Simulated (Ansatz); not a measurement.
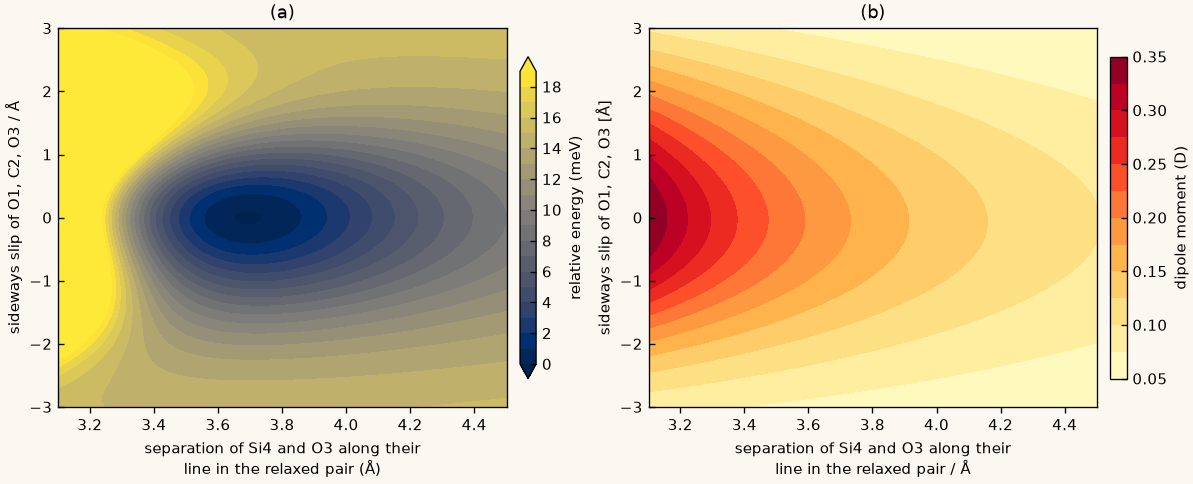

The pair CO₂···H₄Si. 
- The first coordinate is: separation of Si4 and O3 along their line in the relaxed pair; the second: sideways slip of O1, C2, O3.
- Nothing is relaxed (both partners rigid).
- Grid: 15 × 15 points.
- Points are written as (first, second).
- All energies are given in meV relative to the lowest grid point.
- Computed with RHF/def2-SVPD (Ansatz 0.2.0).

Panel (a) is the energy and panel (b) the computed dipole moment on the same grid.

In the figure: filled contours, one colour for all values above the top of the scale. Between grid points the surface is interpolated.

### How does the dipole moment vary over the map, and what is it at the lowest grid point?

Leaving out the highest fifth of the energies, it runs from 0.05 D at (4.501 Å, 3.00 Å) to 0.29 D at (3.263 Å, 0.00 Å). At the lowest grid point, (3.741 Å, 0.00 Å), it is 0.17 D.
